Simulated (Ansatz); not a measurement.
## Electronic structure of AlF₂H···H₂ in real space

```xyz
6

Al    0.0003   -0.6138   -0.3366
H     0.1242    0.2010    2.0349
F     1.4399    0.1554   -0.6529
H    -1.3777    0.1043   -0.6249
F     0.0536   -2.2059    0.1472
H    -0.0001   -0.5396    2.1093
```

Method: Ansatz, RKS PBE/6-31G*.

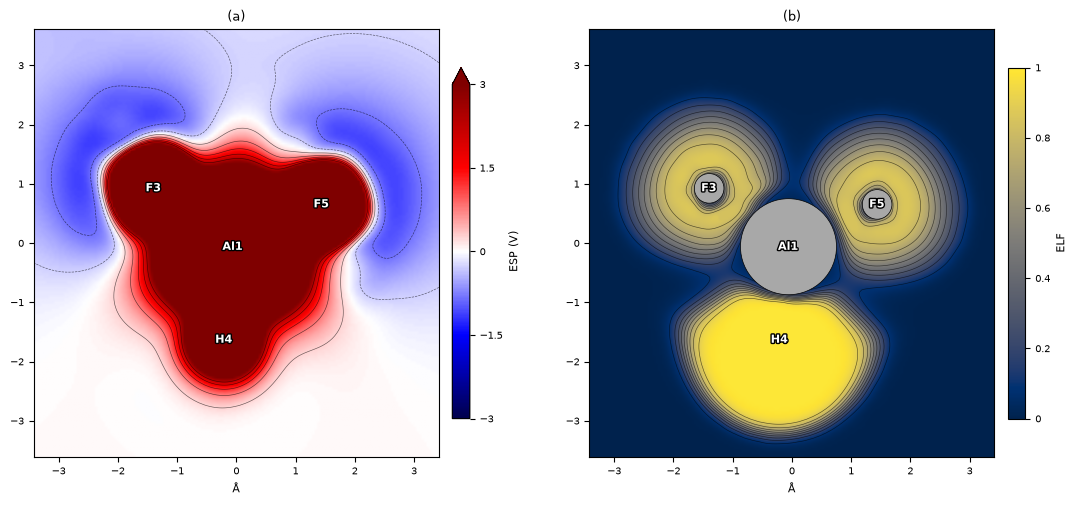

Figure 1. (a) molecular electrostatic potential; (b) electron localisation function on the plane of atoms F3, Al1 and H4. Grey discs cover the atomic cores in the ELF map.

Q: Describe what can be read from this map.

A: The plane passes through Al, F and H nuclei. Al–F (1.66 Å): the ELF peaks at about 0.85 in the valence shell of F, 0.5 Å from its nucleus, and is about 0.30 at the midpoint. Al–H (1.58 Å): the ELF climbs to about 1 towards the hydrogen. The ELF also peaks beside F3 and F5, away from the bonds: lone-pair regions. Outside the dense part of the complex the potential is most negative (−1.1 V) near F3.

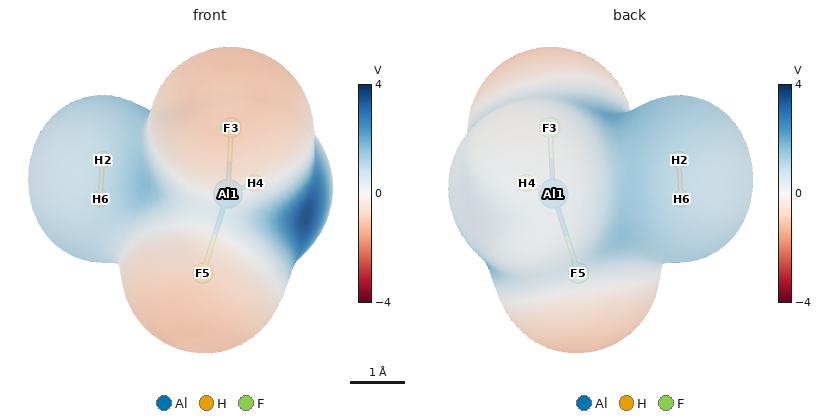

Figure 2. The electrostatic potential painted on the density surface at 0.002 e/bohr³, seen from the front and from behind; the colour scale runs from red (negative) to blue (positive).

Q: Which sites attract a positive test charge, and which a negative one?

A: A positive charge is drawn to the negative regions and a negative charge to the positive ones. The most negative region (about −1.1 V) lies over F3 and F5, the most positive (about +3.5 V) over Al1.

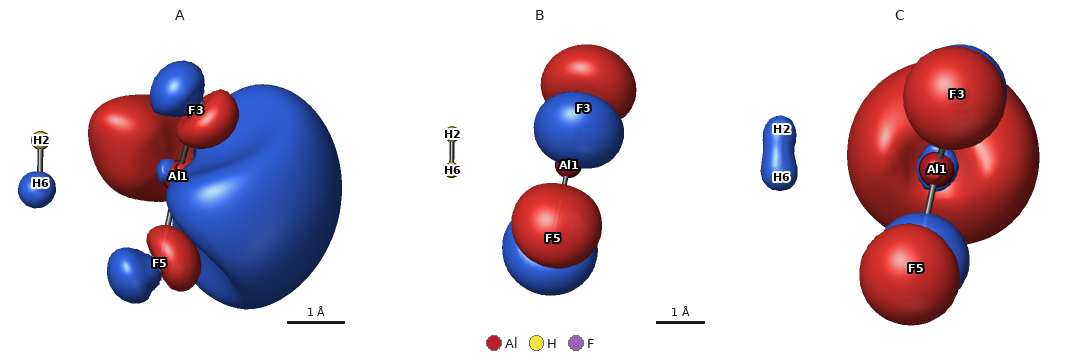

Figure 3. Three frontier orbitals at ±0.08 Å⁻³ᐟ² (red and blue are the two phases), in no order.

Q: Order the three orbitals by energy and name them.

A: B is the HOMO−1 (−8.76 eV). By Hirshfeld shares it lies mainly on F3 (about 45 %) and F5 (about 45 %); largely a combination of lone pairs on F3 and F5. C is the HOMO (−8.18 eV). Its weight (Hirshfeld) is mainly on H4 (about 40 %), Al1 (about 25 %), F3 (about 15 %) and F5 (about 15 %). A is the LUMO (−1.04 eV). Its weight (Hirshfeld) is mainly on Al1 (about 70 %), F5 (about 10 %), H4 (about 10 %) and F3 (about 10 %).

Q: What is the HOMO–LUMO gap?

A: 7.14 eV between the orbital energies.
